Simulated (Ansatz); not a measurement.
Formation energy of the localised charge states of O interstitial started as a split pair with O in metastable alpha Ga2O3 (start: split with O; 120-site cell, 2×2×2 Γ-centred sampling) against the Fermi level, O-rich (Δμ(O) = 0.00 eV; only phases computed here count, gases as isolated molecules at 0 K). Calculation: PBE, PAW (plane waves to 420 eV; Ansatz, a quantum-chemistry and plane-wave program).

Charges with a result: +1, 0, −1, −2. Others weren't obtained, and one of them could lie lower, also by skipping a charge.

Cell and caveats: 120-site cell; 2×2×2 Γ-centred k-points; host gap 2.40 eV; charged states image-corrected; finite-size errors of tenths of an eV; flagged in the runs: a host whose relaxation on this sampling wasn't shown to rest.

Left out: charge −1 (carrier in host band states); charge −2 (carrier in host band states).

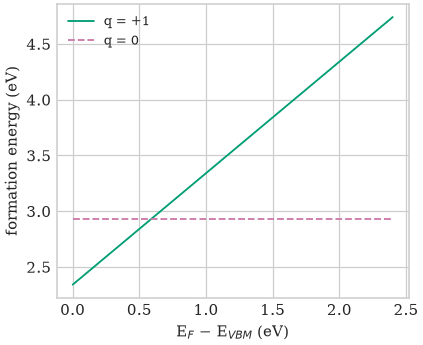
Figure. Formation energy of each charge state against the Fermi level

Crossings of the lowest lines: (+1/0) at 0.59 eV. At the valence-band maximum: q = +1: 2.34 eV; q = 0: 2.93 eV.
